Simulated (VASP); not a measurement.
Band structure of HfO₂ (space group Fm-3m). Computed with PBE GGA, VASP's PBE PAW potentials (set 64) (plane waves; VASP 6.6.1).

Unless said otherwise, spin-orbit coupling is left out, though it shifts the bands of the heavy elements here.

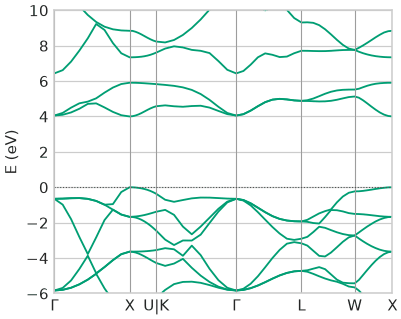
Figure: Bands along high-symmetry lines, zero at the valence-band maximum or, without a gap, the Fermi level

Task: Read the plot: is there a gap, and where are the band edges?

Result: The gap is direct, 4.00 eV, from the valence maximum at X to the conduction minimum at X.

The structure comes from a computed database's HfO2 entry; how it stands against other phases isn't given here. The cell was not relaxed at this level.
